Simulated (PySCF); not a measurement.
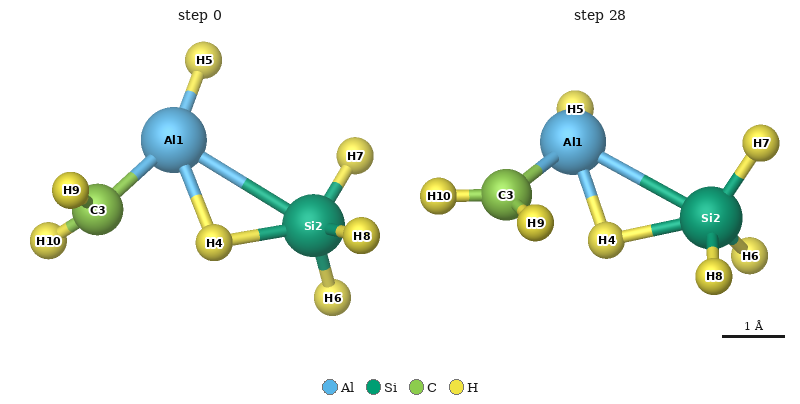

The structure of CH₇AlSi (coarse preliminary run) before (left) and after (right) a relaxation, at one scale.

A ball-and-stick model, seen at a tilt.

The reaction that was planned forms Si2–H4 and breaks Al1–Si2, C3–H4 (atoms numbered from 1 in input order).

Computed with PySCF, RKS PBE0-D4/def2-SVP, partitioned rational-function steps on a Bofill-updated Hessian. 

Q: Describe what moved and what it gained.

A: Over 28 geometry steps the energy falls by 1.073 eV. The largest move after the best rigid fit is that of H5, 1.32 Å. By element the largest moves are H 1.32 Å, C 0.29 Å, Al 0.27 Å, Si 0.18 Å. Near-neighbour distances that change, for instance: Al1–H4 1.938 → 1.728 Å, Al1–C3 1.890 → 1.842 Å, Si2–H4 1.710 → 1.750 Å, Al1–Si2 2.664 → 2.631 Å. Bond angles that change, for instance: H4–Al1–H5 142.0° → 121.6°, C3–Al1–H5 156.1° → 142.6°, H4–Si2–H8 103.2° → 90.2°.
